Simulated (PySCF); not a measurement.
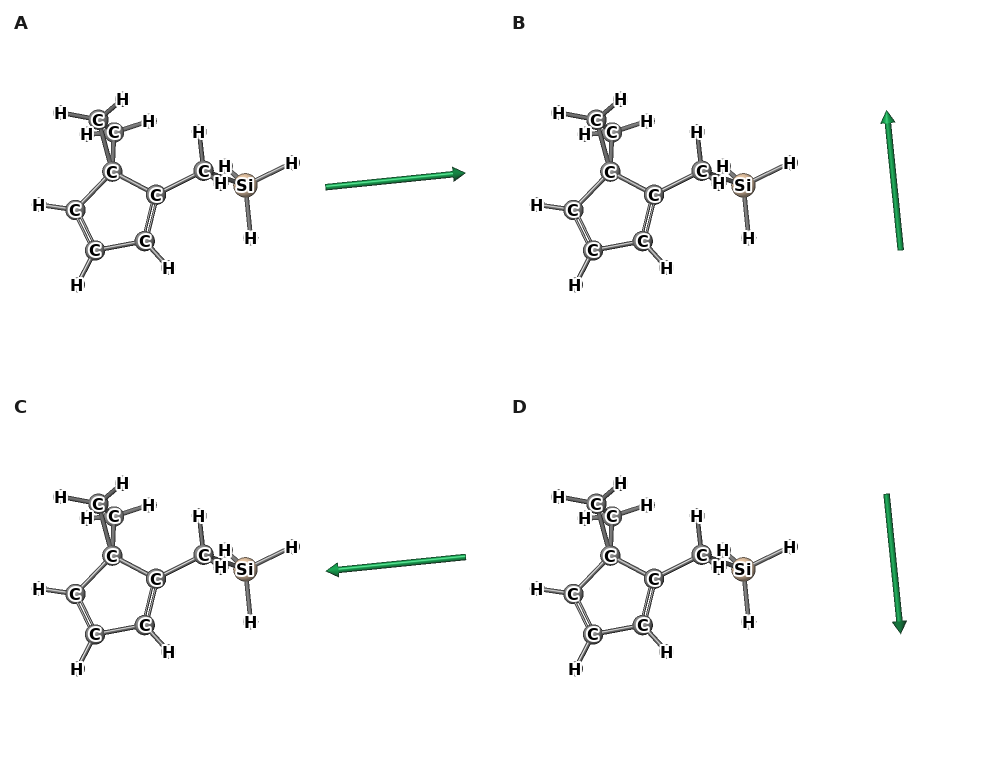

The same molecule four times, each with an arrow. Computed geometry: GFN2-xTB optimisation. No frequency run is at hand to confirm it as a minimum. Level of theory: PBE0/pcSseg-1, gas phase (PySCF 2.14.0).

Which arrow points along the dipole moment, from the negative to the positive end?

Answer. B. The dipole moment is 1.12 D.

The geometry is semi-empirical. Around Si such bond lengths and angles can be off by a tenth of an ångström or more and by several degrees, and values that hang on the shape move with them.
